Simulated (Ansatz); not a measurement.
B$_{2}$H$_{8}$Si$_{2}$ (SMILES B[SiH](B)[SiH3])

Input file:

```
crystal:
  periodic: [false, false, false]
  atoms:
    - {symbol: B, position_ang: [-1.083686, 1.678804, -0.261340]}
    - {symbol: Si, position_ang: [0.313748, 0.587020, 0.620085]}
    - {symbol: B, position_ang: [-0.287829, -0.882246, 1.803811]}
    - {symbol: Si, position_ang: [0.800913, -0.774989, -1.261794]}
    - {symbol: H, position_ang: [-2.128140, 1.164865, -0.534881]}
    - {symbol: H, position_ang: [-0.899773, 2.812291, -0.591919]}
    - {symbol: H, position_ang: [1.581238, 1.278131, 0.988394]}
    - {symbol: H, position_ang: [-1.321298, -1.431643, 1.559013]}
    - {symbol: H, position_ang: [0.373191, -1.285987, 2.713704]}
    - {symbol: H, position_ang: [1.280643, 0.064399, -2.392263]}
    - {symbol: H, position_ang: [-0.418143, -1.509515, -1.686540]}
    - {symbol: H, position_ang: [1.866034, -1.756229, -0.922268]}
basis:
  gaussian: {orbitals: def2-TZVPP}
hamiltonian: {xc: pbe0, dispersion: d4}
output: {orbitals: {seedname: orbitals}}
```

Launched as:

```sh
ansatz run in.yaml --threads 2 --pin off --events-out ev --progress --plain --max-ram 4352MiB
```

Geometry: PBE0-D4/def2-TZVP.

The calculation used RKS PBE0-D4/def2-TZVPP in Ansatz.

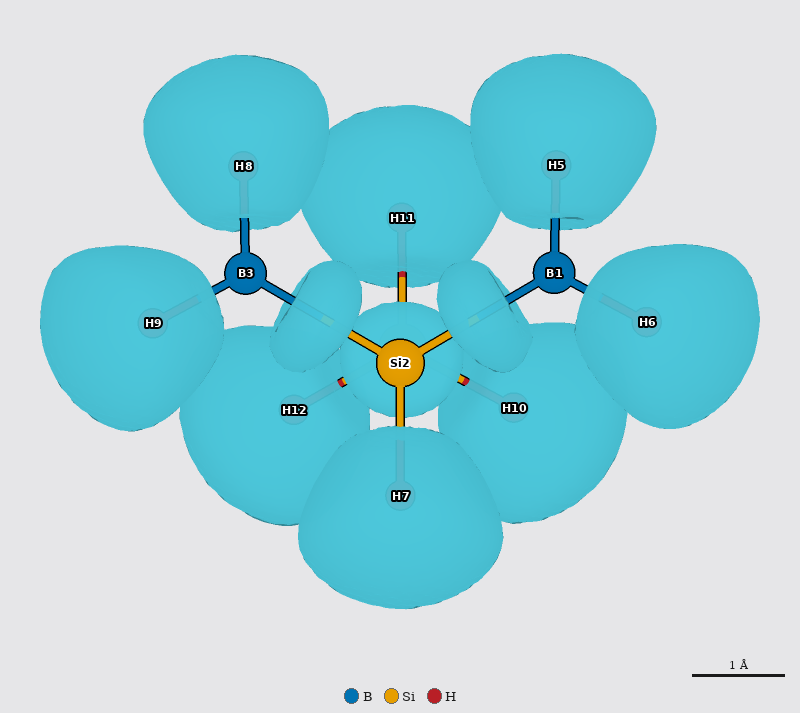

Figure 1. Isosurface of the ELF at 0.85 (cyan), seen from one side. Only the valence region is drawn (cores and ρ < 0.01 e/Å³ removed).

**Where are the electrons localised?**

At this value the surface marks out two regions between bonded B–Si atoms (shared pairs), one region between bonded Si–Si atoms (shared pairs) and eight regions around hydrogen nuclei.


Si–B (1.98 Å): the ELF peaks at about 1 between the atoms: localised, covalent bonding. Si–Si (2.37 Å): the ELF peaks at about 0.95 between the atoms (localised, covalent bonding).

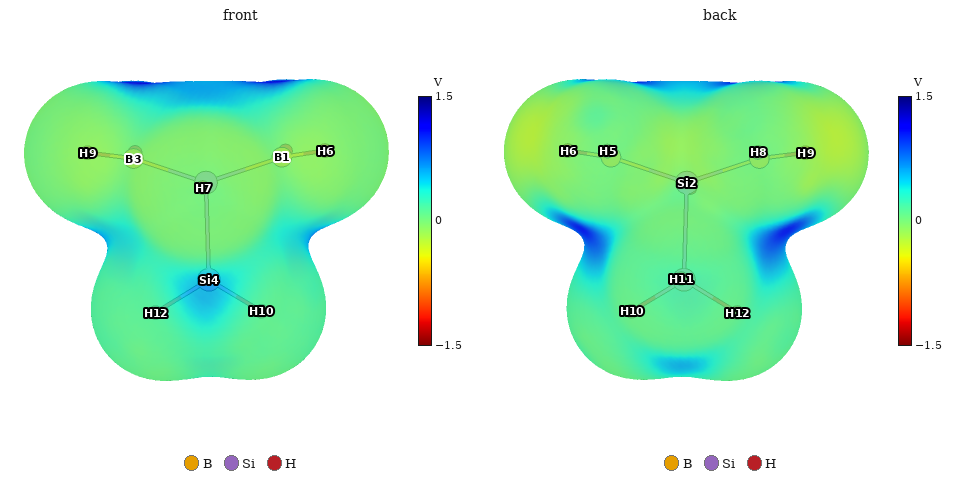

Figure 2. The molecular electrostatic potential painted on the density surface at 0.001 e/bohr³, seen from the front and from behind; the colour scale runs from red (negative) to blue (positive).

**Which sites attract a positive test charge, and which a negative one?**

A positive charge is drawn to the negative regions and a negative charge to the positive ones. The most negative region (about −0.3 V) lies over H9, the most positive (about +1.2 V, or +28 kcal/mol for a unit charge) over B1 and B3.

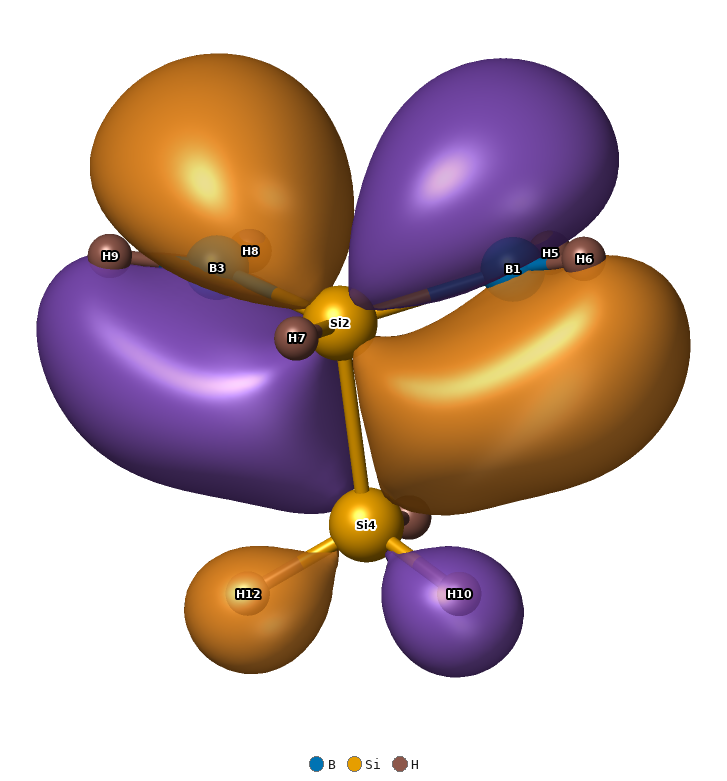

Figure 3. One frontier orbital at ±0.05 Å⁻³ᐟ² (orange and purple are the two phases), seen at a tilt.

**Which orbital is it: HOMO or LUMO?**

The LUMO, at −2.42 eV. Its weight (Hirshfeld) is mainly on B1 (about 30 %), B3 (about 30 %) and Si2 (about 15 %).
